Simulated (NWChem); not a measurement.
# OH− (hydroxide) at 6 levels

We compute a comparison of 6 runs (HF/STO-3G, HF/3-21G, B2PLYP/aug-cc-pVTZ, PBE0/aug-cc-pVTZ, TPSS/aug-cc-pVTZ, wB97X/aug-cc-pVTZ) of OH− (hydroxide). 

The calculation is run with NWChem 7.3.0.

1 further run of the same task is left out (it didn't finish).

## 1. Starting point

OH−: 2 atoms, total charge -1, spin state singlet. As SMILES, `[OH-]`. The O1–H2 distance was set to 1.445 Å, away from the relaxed value.

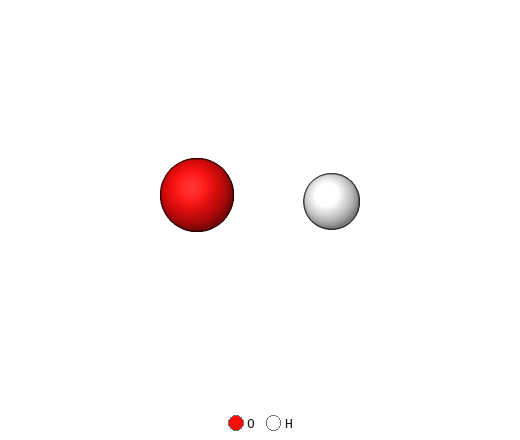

The structure, seen from a chosen angle (oxygen red, hydrogen white).

## 2. The energy at HF/STO-3G (run 1)

File nw.xyz:

```xyz
2
HO
O      0.823580    -0.263594     0.424990
H     -0.411800     0.131800    -0.212500
```

File nw.nw:

```
echo
START nw
TITLE "HO"
memory 2200 mb
charge -1
GEOMETRY noautosym nocenter noautoz
   load nw.xyz
END
BASIS spherical bse
   * library STO-3G
END
SCF
   thresh 1e-08
   maxiter 80
   print low
END
TASK scf energy
```

Launch:

```bash
$ nwchem nw.nw > nw.out
```

What it wrote:

```text
[...]
  functions       =     6
[...]
  wavefunction    = RHF
[...]
         Total SCF energy =    -74.016447804427
      One-electron energy =   -114.314739361849
      Two-electron energy =     37.369199741633
 Nuclear repulsion energy =      2.929091815788
        Time for solution =      0.0s
 Task  times  cpu:        0.0s     wall:        0.0s
[...]
```

It took 0.5 s on 1 thread of AMD EPYC 9R45 (Zen 5), shared host; peak memory 0.099 GiB.

## 3. A single-point energy at HF/3-21G (run 2)

File work.nw:

```
echo
start work
title "HO"
memory 2200 mb
charge -1

geometry units angstrom noautosym nocenter noautoz
  O     0.823580   -0.263594    0.424990
  H    -0.411800    0.131800   -0.212500
end

basis "ao basis" spherical bse
  * library 3-21G
end

scf
  thresh 1e-08
  maxiter 80
end

task scf energy
```

Launch:

```bash
$ nwchem work.nw > work.out
```

What it wrote:

```text
[...]
  functions       =    11
[...]
  wavefunction    = RHF
[...]
         Total SCF energy =    -74.825808987267
      One-electron energy =   -113.536206603233
      Two-electron energy =     35.781305800177
 Nuclear repulsion energy =      2.929091815788
        Time for solution =      0.0s
[...]
```

Run time: 0.52 s. Hardware: 1 thread of AMD EPYC 9R45 (Zen 5), shared host; peak memory 0.099 GiB.

Runs 3 to 5 aren't shown in full; the table further down has their settings and results.

## 4. A single-point energy at wB97X/aug-cc-pVTZ (run 6)

File ho.nw:

```
start ho
memory total 2200 mb
charge -1

geometry noautosym nocenter noautoz
 O      0.823580    -0.263594     0.424990
 H     -0.411800     0.131800    -0.212500
end

basis spherical bse
 * library aug-cc-pVTZ
end

dft
 xc wb97x
 mult 1
 grid xfine
 convergence energy 1e-08
 iterations 100
 mulliken
 print medium
end

task dft energy
```

Launch:

```bash
$ nwchem ho.nw > ho.out
```

What it wrote:

```text
[...]
          Wavefunction type:  closed shell.
          No. of atoms     :     2
          No. of electrons :    10
[...]
          Charge           :    -1
          Spin multiplicity:     1
[...]
          AO basis - number of functions:    69
[...]
              XC Information
              --------------
                       wb97x  Method XC Functional
                     Hartree-Fock (Exact) Exchange  1.000
                         wb97x Exchange Functional  1.000
                      wb97x Correlation Functional  1.000
[...]
 d= 0,ls=0.0,diis     1    -73.7279179383 -7.67D+01  3.67D-01  1.07D+01     1.1
[...]
 d= 0,ls=0.0,diis    13    -75.7238987778 -4.75D-10  2.08D-07  3.65D-11    13.2
         Total DFT energy =      -75.723898777786
      One electron energy =     -113.319813141722
           Coulomb energy =       43.600483009326
    Exchange-Corr. energy =       -8.933660461178
 Nuclear repulsion energy =        2.929091815788
[...]
      Total Density - Mulliken Population Analysis
     ---------------------------------------------
    Atom       Charge   Shell Charges
 -----------   ------   -------------------------------------------------------
    1 O    8     9.00   1.95  0.26  1.03  0.66  0.05  1.20  1.91  1.47  0.46  0.00  0.00  0.01  0.00  0.00
    2 H    1     1.00   0.18  0.40  0.31  0.02  0.00  0.02  0.05  0.00  0.01
[...]
```

Run time: 14 s. Hardware: 1 thread of AMD EPYC 9R45 (Zen 5), shared host; peak memory 0.11 GiB.

## 5. Overview of the runs

```tsv
run	level	iteration cap	module	energy (Eh)	wall time
1	HF/STO-3G	80	scf	-74.016448	0.5 s
2	HF/3-21G	80	scf	-74.825809	0.52 s
3	B2PLYP/aug-cc-pVTZ	100	dft	-75.707136	4.2 s
4	PBE0/aug-cc-pVTZ	100	dft	-75.661773	4.2 s
5	TPSS/aug-cc-pVTZ	100	dft	-75.763225	6.3 s
6	wB97X/aug-cc-pVTZ	100	dft	-75.723899	14 s
```

## 6. Results

```
                                                    quantity         value
                                         run 6: total energy  -75.72390 Eh
                                          run 6: HOMO energy      -2.13 eV
                                          run 6: LUMO energy       5.04 eV
run 6: HOMO–LUMO gap (to an unbound level, set by the basis)       7.17 eV
```

**Reading.** Over runs 2, 4, 5, 6 the HOMO–LUMO gap runs from 1.55 eV (TPSS/aug-cc-pVTZ) to 16.51 eV (HF/3-21G). The two ends differ in method and basis. The empty levels of an anion lie above zero and hang on the basis. Totals of different functionals can't be ranked against each other. In runs 4, 5 the HOMO lies above zero, so the outermost electron may be held by the basis alone. In run 1 the basis is minimal, so the values are rough. All runs together took 30 s, the longest 14 s.
